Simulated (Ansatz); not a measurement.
Input

```
crystal:
  lattice:
    - [4.66288332, 0.0, 0.0]
    - [0.0, 4.66288332, 0.0]
    - [0.0, 0.0, 8.2552718]
  atoms:
    - { symbol: Ga, position: [0.5, 0.5, 0.0] }
    - { symbol: Ge, position: [0.0, 0.0, 0.5] }
    - { symbol: Cl, position: [0.0, 0.5, 0.29635465] }
    - { symbol: Cl, position: [0.0, 0.5, 0.70364535] }
    - { symbol: Cl, position: [0.5, 0.0, 0.29635465] }
    - { symbol: Cl, position: [0.5, 0.0, 0.70364535] }
    - { symbol: Cl, position: [0.0, 0.0, 0.0] }
kpoints:
  mp_grid: { grid: [4, 4, 4] }
hamiltonian:
  xc: pbesol
scf:
  occupations: { method: fermi_dirac, width: 0.03 }
relax:
  f_tol: 0.01
  cell: {}
  max_steps: 120
output:
  write_density: true
  write_potential: true
  elf: true
  volumetric_format: npy
```

Run with:

```sh
ansatz run input.yaml --threads 4 --pin off --max-ram 4608MiB --backend cpu --events-out ev --progress --plain --runs-dir out
```

Below, planes, directions and counts refer to the conventional cell (a = 4.17 Å, b = 4.17 Å, c = 9.15 Å, α = 90.00°, β = 90.00°, γ = 90.00°).

The fields are those of the run's last geometry, not of the input's.

Space group P4/mmm; a structure from a database of computed crystals, not necessarily the ambient phase; started from the MgPPd5-123 prototype, which need not be the ambient phase.

The calculation used DFT, PBEsol, plane waves, PAW (Ansatz 0.2.0).

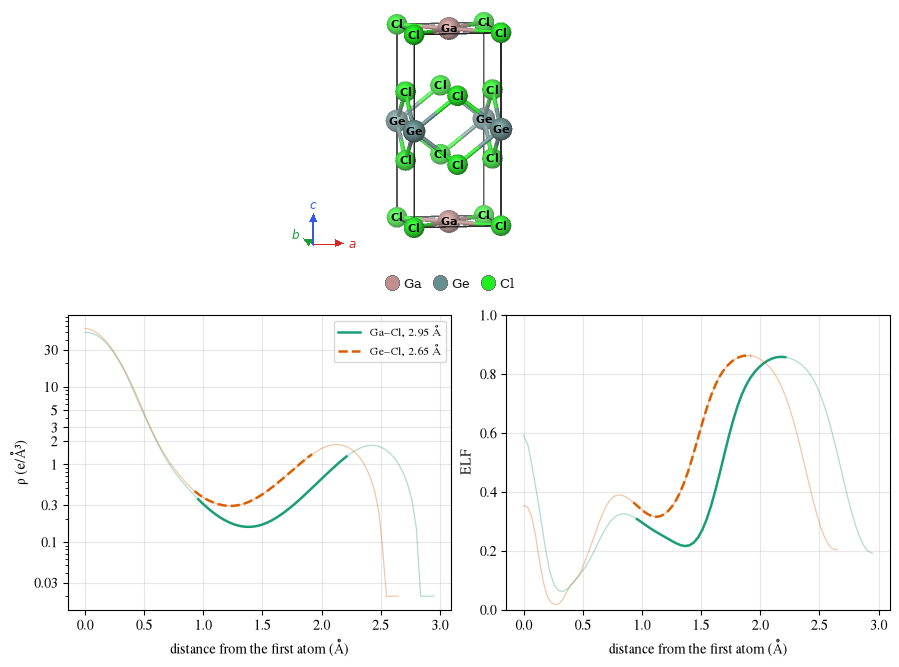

GaGeCl$_{5}$. Valence charge density (pseudo) and electron localisation function along straight lines between neighbouring atoms. Thin, pale parts lie inside the atomic spheres. The structure is drawn too.

The density is the valence pseudo-density of a PAW calculation; it isn't the true density close to the nuclei.

**What can be read from the curves?**

Ga–Cl (2.95 Å): ρ at the midpoint is about 0.16 e/Å³; the ELF peaks at about 0.85 in the valence shell of Cl, 0.8 Å from its nucleus, and drops to about 0.20 between the two atoms; no shared electron pair shows on this line.
Ge–Cl (2.65 Å): ρ is about 0.3 e/Å³ halfway; the ELF peaks at about 0.85 in the valence shell of Cl, 0.8 Å from its nucleus, and drops to about 0.30 between the two atoms.
